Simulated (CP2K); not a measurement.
Consider ethyl formate at its PBE geometry (Å).

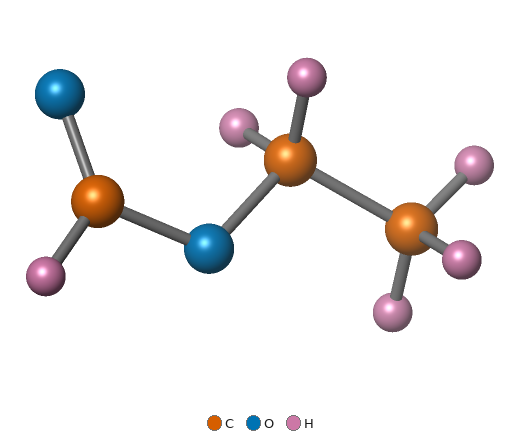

The molecule (carbon orange, oxygen blue, hydrogen pink).

```xyz
11

C    -1.5872    0.2527    0.2743
C    -0.2321   -0.4084    0.1378
O     0.7140    0.6083   -0.3318
C     1.9952    0.2023   -0.4651
O     2.4152   -0.9156   -0.2427
H    -2.3244   -0.4889    0.6109
H    -1.5615    1.0683    1.0085
H    -1.9283    0.6617   -0.6856
H    -0.2390   -1.2326   -0.5881
H     0.1393   -0.8034    1.0929
H     2.6088    1.0556   -0.8111
```

Method: CP2K XAS_TDP, all-electron GAPW, PBEh(45%), aug-cc-pVDZ, TDA, no relativity.

**Question.** Predict the bright core excitations at the O K edge.

Leading lines: O3 530.58 eV and O5 527.38 eV. The leading line of an atom is its first one with 35 % of the strongest within 2.5 eV of its lowest line over the strength cut. 

The first six lines of each atom with a strength over 0.0015:

| atom | energy (eV) | states | strength, one atom |
| --- | --- | --- | --- |
| O3 (bonded to 2 C) | 530.58 | 1 | 0.0194 |
|  | 532.61 | 1 | 0.0316 |
|  | 533.41 | 1 | 0.0027 |
|  | 534.26 | 1 | 0.0067 |
|  | 534.78 | 1 | 0.0017 |
|  | 535.13 | 1 | 0.0163 |
| O5 (bonded to C) | 527.38 | 1 | 0.0412 |
|  | 532.82 | 1 | 0.0020 |
|  | 533.08 | 1 | 0.0039 |
|  | 533.93 | 1 | 0.0029 |
|  | 534.41 | 1 | 0.0046 |
|  | 534.57 | 1 | 0.0020 |

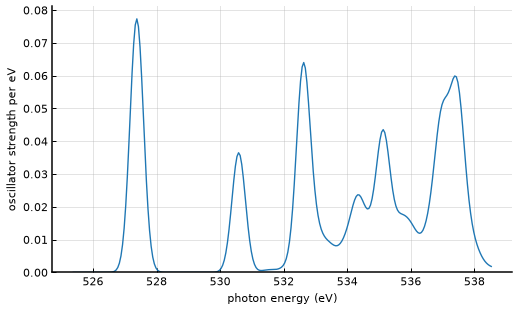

All atoms added, broadened by 0.5 eV.

Lines are vertical, at one geometry, with no vibrational structure. Without a correction of the core level, line positions, and the gaps between valence and Rydberg lines, follow the share of exact exchange. At this level such K lines come out 3 to 6 eV under measured ones. These values hold no scalar relativity, about 0.4 eV for O 1s. Rydberg lines, and the discretised continuum above threshold, depend on the basis and the box.

[Banner, clock and machine lines of the logs are left out without a mark of their own.]

[Logs are printed without paths, hosts, clocks, repeated set-up lines and the standing remarks that a program may print on its own settings, such as how far it seeks lower states.]

[Hosts, paths, dates, database ids (printed as entryN), source tags and the programs' standing remarks are cut or masked in the printed files.]
